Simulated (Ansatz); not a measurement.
# HfO₃ (singlet): from Hartree-Fock to the top rungs, def2-SVP

How much of the correlation energy of HfO₃ (singlet) does each wave-function method recover here?

Computed with Ansatz 0.2.0, Gaussian basis. Level: def2-SVP, core rule «outside noble gas», up to 7 orbitals frozen.

The runs, in order: UHF; CCSD(T) on RHF; CCSDT(Q) on RHF; CASSCF and MRCISD+Q, 8 electrons in 8 orbitals; CASSCF and NEVPT2, 8 electrons in 8 orbitals.

## 1. The geometry

The geometry is a PBE0/def2-TZVP stationary point (not a proven minimum). No spin-orbit coupling is included. Elements past krypton take def2 core potentials.

4 atoms, charge 0, spin multiplicity 1.

Atoms are counted from 1 here; the program's logs count them from 0.

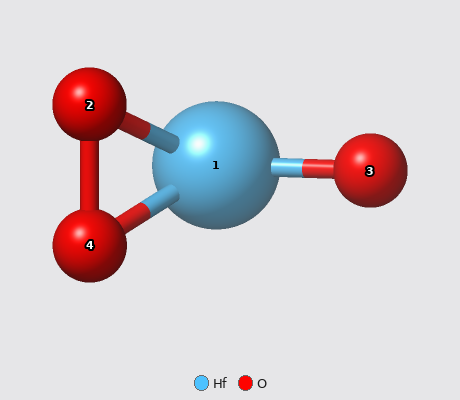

The geometry (hafnium blue, oxygen red); atoms are numbered from 1 in the order of the file.

As a file:

```xyz
4
charge 0, multiplicity 1
Hf    0.0000   -0.1730    0.1527
O     0.7437    0.4169   -1.5416
O     0.0000    1.0966    1.3795
O    -0.7437    0.4169   -1.5416
```

In the tables R marks a restricted determinant and U an unrestricted one; 'frontier' is the active space of 8 electrons in 8 orbitals; energies count from the table's Hartree-Fock row.

## 2. UHF

Input file in.yaml:

```yaml
crystal:
  periodic: [false, false, false]
  atoms:
    - {symbol: Hf, position_ang: [0.000000, -0.173034, 0.152704]}
    - {symbol: O, position_ang: [0.743739, 0.416873, -1.541555]}
    - {symbol: O, position_ang: [0.000000, 1.096632, 1.379533]}
    - {symbol: O, position_ang: [-0.743738, 0.416874, -1.541556]}
basis:
  gaussian: {orbitals: def2-SVP}
magnetization: {spin_polarized: true, initial_magnetization: 0}
hamiltonian: {xc: hf}
output: {orbitals: {seedname: orbitals}}
```

On the command line:

```sh
ansatz run in.yaml --threads 1 --pin off --events-out ev --progress --plain --max-ram 4096MiB --backend cpu
```

The program printed:

```text
Functional definition: HF
  name "HF"
  cite "Fock, Z. Phys. 61, 126 (1930) doi:10.1007/BF01340294"
  parent pbe
  exchange = exact_x
  correlation = 0
709 factors; integrals over basis functions are off by at most 5.5e-4 eV
mean field evaluation 1: about -7386.4843 eV, gradient 4.6e1 eV
mean field evaluation 2: about -7386.6161 eV, gradient 4.6e1 eV
mean field evaluation 4: about -7395.6772 eV, gradient 5.5e0 eV
mean field evaluation 8: about -7395.8540 eV, gradient 5.0e-1 eV
mean field evaluation 16: about -7391.1601 eV, gradient 1.9e1 eV
mean field evaluation 32: about -7395.3060 eV, gradient 3.9e0 eV
mean field evaluation 64: about -7390.7392 eV, gradient 5.1e0 eV
mean field evaluation 96: about -7386.6624 eV, gradient 2.1e1 eV
mean field evaluation 128: about -7394.0270 eV, gradient 5.0e-1 eV
mean field evaluation 160: about -7392.9156 eV, gradient 3.9e0 eV
mean field evaluation 192: about -7390.3913 eV, gradient 7.1e0 eV
mean field -7395.85815328 eV, -271.7927740402 hartree, gradient 4.7e-5 eV, S^2 0.000000; 0 other end points of the search recorded, 0 dependent functions left out
reference -7395.85815328 eV, -271.7927740402 hartree; 18, 18 occupied and 56, 56 virtual orbitals, 709 factors
Total energy: -7395.85815328 eV, -271.7927740402 hartree
```

Wall time 3.6 s (1 thread of AMD EPYC 7R13, shared host).

From the report: ⟨S²⟩ of the determinant 0.000 (pure singlet: 0.00).

The unrestricted search falls back on the restricted solution.

## 3. CCSD(T) on RHF

Edit in.yaml of step 2 so:

```diff
@@ -9,4 +9,3 @@
   gaussian: {orbitals: def2-SVP}
-magnetization: {spin_polarized: true, initial_magnetization: 0}
-hamiltonian: {xc: hf}
-output: {orbitals: {seedname: orbitals}}
+magnetization: {spin_polarized: false}
+correlation: {method: ccsd_t, electrons: outside_noble_gas}
```

The command is unchanged.

The program printed, cut to the lines that bear on the results:

```text
Functional definition: HF
  name "HF"
  cite "Fock, Z. Phys. 61, 126 (1930) doi:10.1007/BF01340294"
  parent pbe
[...]
709 factors; integrals over basis functions are off by at most 5.5e-4 eV
[...]
mean field -7395.85815328 eV, -271.7927740402 hartree, gradient 2.9e-6 eV, S^2 0.000000; 0 other end points of the search recorded, 0 dependent functions left out
7 core orbitals not correlated: weight in the atoms' cores, before any rotation towards them, 0.909 or more for the frozen orbitals, at most 0.080 for the correlated occupied ones
reference -7395.85815328 eV, -271.7927740402 hartree; 11, 11 occupied and 56, 56 virtual orbitals, 709 factors
second order -18.69881591 eV of doubles, -0.00000000 eV of singles
cycle   1  -16.98807442 eV  change     1.7e0 eV  update   2.2e-1
[...]
cycle  15  -18.12102451 eV  change   -2.4e-5 eV  update   7.6e-6
perturbative correction -0.80477511 eV, -0.0295749397 hartree
Total energy: -7414.78395289 eV, -272.4882843477 hartree
```

Run time: 2.7 s. Hardware: 1 thread of AMD EPYC 7R13, shared host.

From the report: correlation -18.9258 eV; T1 0.031; largest double amplitude 0.07.

## 4. CCSDT(Q) on RHF

Edit in.yaml of step 3 so:

```diff
@@ -10,2 +10,2 @@
 magnetization: {spin_polarized: false}
-correlation: {method: ccsd_t, electrons: outside_noble_gas}
+correlation: {method: ccsdt_q, electrons: outside_noble_gas}
```

On the command line:

```sh
ansatz run in.yaml --threads 2 --pin off --events-out ev --progress --plain --max-ram 24576MiB --backend cuda --devices 0, --max-vram 18GiB
```

The program printed, cut to the lines that bear on the results:

```text
Functional definition: HF
  name "HF"
  cite "Fock, Z. Phys. 61, 126 (1930) doi:10.1007/BF01340294"
  parent pbe
[...]
1361 factors; integrals over basis functions are off by at most 1.4e-7 eV
[...]
mean field -7395.85834467 eV, -271.7927810738 hartree, gradient 2.9e-6 eV, S^2 0.000000; 0 other end points of the search recorded, 0 dependent functions left out
7 core orbitals not correlated: weight in the atoms' cores, before any rotation towards them, 0.909 or more for the frozen orbitals, at most 0.080 for the correlated occupied ones
reference -7395.85834467 eV, -271.7927810738 hartree; 11, 11 occupied and 56, 56 virtual orbitals, 1361 factors
second order -18.69890981 eV of doubles, -0.00000000 eV of singles
cycle   1  -16.98811477 eV  change     1.7e0 eV  update   2.5e-1
[...]
cycle  21  -18.93468372 eV  change    3.9e-7 eV  update   2.1e-6
perturbative correction -0.10688384 eV, -0.0039279088 hartree
Total energy: -7414.89991224 eV, -272.4925457750 hartree
```

Wall time 12 s (1 × H100 (card shared with other runs) with 2 threads of AMD EPYC 7R13, shared host); peak host memory 0.79 GiB.

From the report: correlation -19.0416 eV; T1 0.030; largest double amplitude 0.07.

## 5. CASSCF and MRCISD+Q, 8 electrons in 8 orbitals

Edit in.yaml of step 4 so:

```diff
@@ -9,3 +9,2 @@
   gaussian: {orbitals: def2-SVP}
-magnetization: {spin_polarized: false}
-correlation: {method: ccsdt_q, electrons: outside_noble_gas}
+correlation: {method: fic_mrcisd_q, electrons: outside_noble_gas, active_space: {window: {electrons: 8, orbitals: 8}}}
```

Same command.

The program printed, cut to the lines that bear on the results:

```text
Functional definition: HF
  name "HF"
  cite "Fock, Z. Phys. 61, 126 (1930) doi:10.1007/BF01340294"
  parent pbe
[...]
709 factors; integrals over basis functions are off by at most 5.5e-4 eV
[...]
mean field -7395.85815328 eV, -271.7927740402 hartree, gradient 2.9e-6 eV, S^2 0.000000; 0 other end points of the search recorded, 0 dependent functions left out
reference -7395.85815328 eV, -271.7927740402 hartree; 18, 18 occupied and 56, 56 virtual orbitals, 709 factors
state -7400.36510741 eV, -271.9584015497 hartree
contracted CI cycle   1: correlation 0.00000000 eV, 0.0000000000 hartree, residual 3.98e1 eV
contracted CI cycle   2: correlation -11.98520218 eV, -0.4404480562 hartree, residual 6.84e0 eV
contracted CI cycle   3: correlation -12.44794717 eV, -0.4574536208 hartree, residual 1.81e0 eV
contracted CI cycle   4: correlation -12.48640218 eV, -0.4588668166 hartree, residual 5.67e-1 eV
contracted CI cycle   5: correlation -12.49074699 eV, -0.4590264854 hartree, residual 2.22e-1 eV
contracted CI cycle   6: correlation -12.49139793 eV, -0.4590504069 hartree, residual 8.75e-2 eV
contracted CI cycle   7: correlation -12.49150558 eV, -0.4590543630 hartree, residual 3.55e-2 eV
contracted CI cycle   8: correlation -12.49152112 eV, -0.4590549340 hartree, residual 1.45e-2 eV
contracted CI cycle   9: correlation -12.49152372 eV, -0.4590550298 hartree, residual 5.71e-3 eV
contracted CI cycle  10: correlation -12.49152414 eV, -0.4590550452 hartree, residual 2.53e-3 eV
contracted CI cycle  11: correlation -12.49152422 eV, -0.4590550480 hartree, residual 1.01e-3 eV
state -7400.36510741 eV, -271.9584015497 hartree; corrected -7414.38284597 eV, -272.4735439402 hartree
Total energy: -7414.38284597 eV, -272.4735439402 hartree
```

Run time: 13 s. Hardware: 1 × H100 (card shared with other runs) with 2 threads of AMD EPYC 7R13, shared host; peak host memory 0.84 GiB.

From the report: 2,450 determinants; active occupations 1.97, 1.96, 1.96, 1.92, 0.08, 0.04, 0.04, 0.03.

## 6. CASSCF and NEVPT2, 8 electrons in 8 orbitals

Edit in.yaml of step 5 so:

```diff
@@ -9,2 +9,2 @@
   gaussian: {orbitals: def2-SVP}
-correlation: {method: fic_mrcisd_q, electrons: outside_noble_gas, active_space: {window: {electrons: 8, orbitals: 8}}}
+correlation: {method: sc_nevpt2, electrons: outside_noble_gas, active_space: {window: {electrons: 8, orbitals: 8}}}
```

Launched as before.

The program printed:

```text
Functional definition: HF
  name "HF"
  cite "Fock, Z. Phys. 61, 126 (1930) doi:10.1007/BF01340294"
  parent pbe
  exchange = exact_x
  correlation = 0
709 factors; integrals over basis functions are off by at most 5.5e-4 eV
mean field evaluation 1: about -7386.1650 eV, gradient 6.5e1 eV
mean field evaluation 2: about -7386.5010 eV, gradient 6.5e1 eV
mean field evaluation 4: about -7395.6518 eV, gradient 7.9e0 eV
mean field evaluation 8: about -7395.8533 eV, gradient 8.9e-1 eV
mean field evaluation 16: about -7395.8582 eV, gradient 3.0e-6 eV
mean field -7395.85815328 eV, -271.7927740402 hartree, gradient 2.9e-6 eV, S^2 0.000000; 0 other end points of the search recorded, 0 dependent functions left out
reference -7395.85815328 eV, -271.7927740402 hartree; 18, 18 occupied and 56, 56 virtual orbitals, 709 factors
state -7400.36510741 eV, -271.9584015497 hartree
state -7400.36510741 eV, -271.9584015497 hartree; corrected -7413.61553062 eV, -272.4453456213 hartree
Total energy: -7413.61553062 eV, -272.4453456213 hartree
```

Run time: 13 s. Hardware: 1 × H100 (card shared with other runs) with 2 threads of AMD EPYC 7R13, shared host; peak host memory 0.78 GiB.

From the report: 2,450 determinants; active occupations 1.97, 1.96, 1.96, 1.92, 0.08, 0.04, 0.04, 0.03.

## 7. The ladder

No level here is safe as a reference; RCCSDT(Q) serves as a yardstick only. Rows without a time come out of other runs: HF, MP2 and CCSD of CCSD(T), CCSDT of CCSDT(Q), CASSCF and MRCISD of the multireference runs.

Differences are taken before rounding.

```
           method  energy from the lowest RHF (meV)  from RCCSDT(Q) (meV)        time
              RHF                               0.0              +19041.8            
             RMP2                          -18698.8                +342.9            
            RCCSD                          -18121.0                +920.7            
         RCCSD(T)                          -18925.8                +116.0       2.7 s
           RCCSDT                          -18934.9                +106.9            
        RCCSDT(Q)                          -19041.8                     0  12 s (GPU)
  CASSCF frontier                           -4507.0              +14534.8            
  NEVPT2 frontier                          -17757.4               +1284.4  13 s (GPU)
  MRCISD frontier                          -16998.5               +2043.3            
MRCISD+Q frontier                          -18524.7                +517.1  13 s (GPU)
```

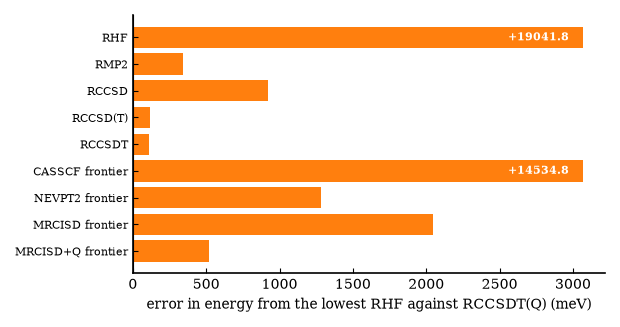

Deviations from RCCSDT(Q), method by method. Bars with a number in them are cut short.

Some runs used a GPU and others CPU threads alone; cost is compared among the GPU runs only.

With the free atoms at the same levels and basis (separate runs), the atomisation energy is 15.519 eV at RCCSDT(Q), 15.440 eV at RCCSD(T), 7.342 eV at RHF.

## 8. Summary of results

| quantity | value |
| --- | --- |
| RCCSDT(Q) below the RHF energy | -19.0418 eV |
| RMP2 from RCCSDT(Q) | +342.9 meV |
| RCCSD from RCCSDT(Q) | +920.7 meV |
| RCCSD(T) from RCCSDT(Q) | +116.0 meV |
| NEVPT2 frontier from RCCSDT(Q) | +1284.4 meV |
| MRCISD+Q frontier from RCCSDT(Q) | +517.1 meV |
| T1 diagnostic | 0.031 |

In words: RCCSD(T) misses by +116.0 meV, 0.6 % of the correlation energy. Warnings: large T1 diagnostic.
